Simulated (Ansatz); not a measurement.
A series of calculations on SiH₅OCl

**1. Relaxation**

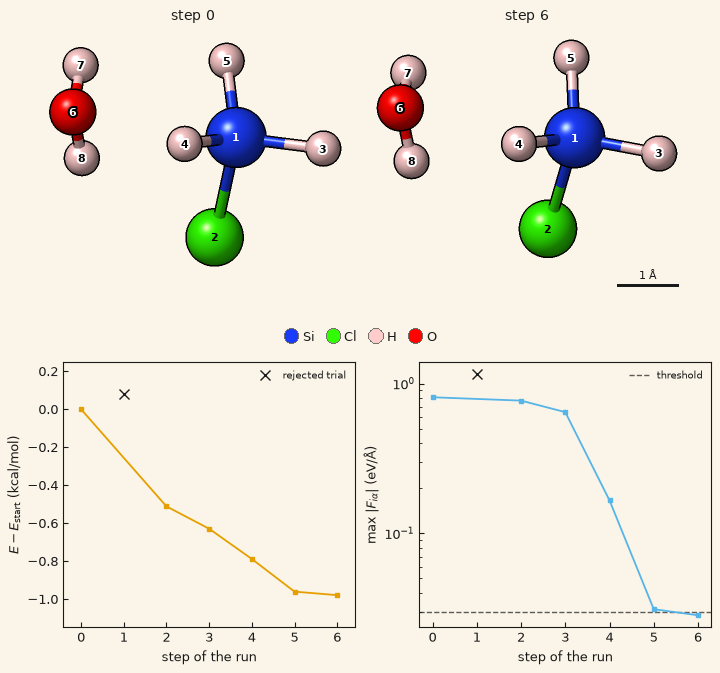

First and last geometry of a relaxation of SiH5OCl, with the history of the run. Style: ball-and-stick. Shown at a tilt.

The run prepares an end point of a later path (reaction) calculation, from a guessed geometry.

All numbers below come from RKS B3LYP-D4/def2-SVP in Ansatz 0.2.0. (no spin polarisation; force threshold 0.03 eV/Å; at most 50 steps)

> Did the run converge, and what did it change?

It converged. The atom that moves furthest after the best rigid fit is H7 (0.28 Å). Largest moves by element: H 0.28 Å, Cl 0.18 Å, O 0.13 Å, Si 0.07 Å. Some distances before and after: Si1–Cl2 2.119 → 2.100 Å, O6–H8 0.987 → 0.969 Å, Si1–H5 1.491 → 1.483 Å, Si1–H3 1.496 → 1.489 Å. Bond angles that change, for instance: Cl2–Si1–H3 102.1° → 105.6°. Over 5 accepted moves (6 points after the start) the energy falls by 0.98 kcal/mol. Largest force component: 0.81 eV/Å at the start, 0.028 eV/Å at the end. The line search rejected the trial step at point 1 of the run. Cost: 19 s on 1 thread of Arm Neoverse V1, with other jobs on the host, peak memory 0.14 GiB.

Limits of the set-up: the start holds two separate molecules, 2.5 Å apart at their closest, whose relative position is a soft coordinate.

**2. Relaxation**

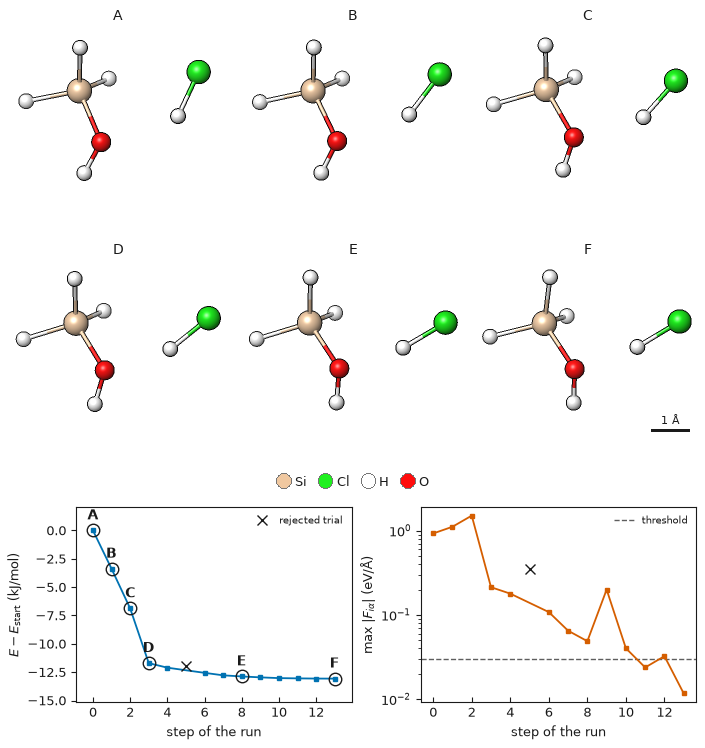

Frames of a relaxation of SiH5OCl, marked on the history of the run. The picture is a ball-and-stick view, seen at a tilt.

The run prepares an end point of a later path (reaction) calculation, from a guessed geometry.

The calculation used Ansatz 0.2.0, RKS B3LYP-D4/def2-SVP. Settings: no spin polarisation; force threshold 0.03 eV/Å; at most 50 steps.

Describe the path.

Answer. Over 12 accepted moves (13 points after the start) the energy falls by 13.1 kJ/mol. Largest force component: 0.93 eV/Å at the start, 0.012 eV/Å at the end. The line search rejected the trial step at point 5 of the run. The Cl atom moves most after the best rigid fit: 0.63 Å. Largest moves by element: Cl 0.63 Å, H 0.55 Å, O 0.21 Å, Si 0.15 Å. Some distances before and after: Cl–H 1.333 → 1.310 Å, O–Si 1.683 → 1.691 Å, H–Si 1.497 → 1.492 Å. Among the angles between lasting bonds that change: H–Si–O 108.4° → 105.4°, Si–O–H 114.8° → 117.4°, H–Si–O 107.7° → 109.8°. Groups turn about O–Si by about 35°. From step 0 to 1: the Cl atom moves most (0.20 Å), energy −3.38 kJ/mol. From step 1 to 2: an H atom moves most (0.20 Å), energy −3.50 kJ/mol. From step 2 to 3: the Cl atom moves most (0.12 Å), energy −4.83 kJ/mol. From step 3 to 8: an H atom moves most (0.21 Å), energy −1.18 kJ/mol. From step 8 to 13: an H atom moves most (0.13 Å), energy −0.19 kJ/mol.

Limits of the set-up: the start holds two separate molecules, 2.2 Å apart at their closest, whose relative position is a soft coordinate.

**3. Path**

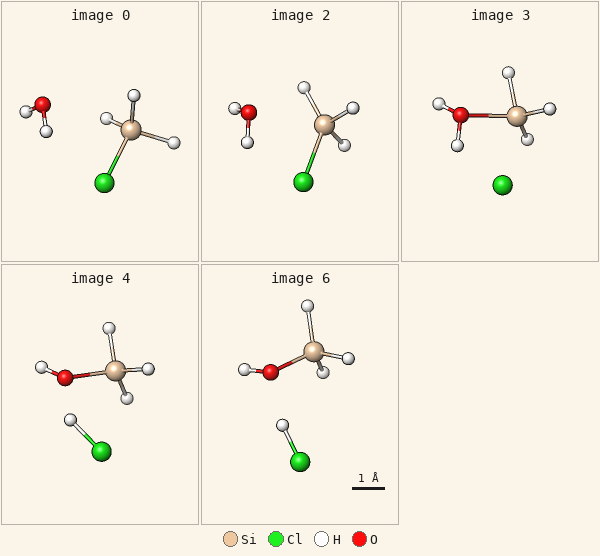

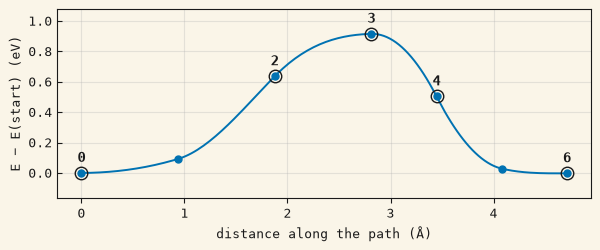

A nudged-elastic-band calculation for SiH₅OCl, made up at the start of SiH$_{3}$Cl and H₂O. Images are numbered from 0 (start) to 6 (end). Style: ball-and-stick. Shown at a tilt.

Computed with RKS B3LYP-D4/def2-SVP (Ansatz 0.2.0). Settings: 5 movable images; climbing image; force threshold 0.05 eV/Å; iteration limit 60; starting path through a guess of the saddle point.

Read off the barrier and say what moves.

Answer. The barrier is about 0.91 eV in both directions, with image 3 at the top; the ends have nearly the same energy. Breaking: H–O (0.97 → 1.82 Å), Cl–Si (2.10 → 3.84 Å). Forming: Cl–H (2.52 → 1.31 Å), O–Si (3.07 → 1.69 Å). The band is converged.

Limits of the set-up: the start holds two separate molecules, 2.5 Å apart at their closest, whose relative position is a soft coordinate.

Cost: 4.3 min on 1 thread of Arm Neoverse V1, on a shared host, peak memory 0.17 GiB.
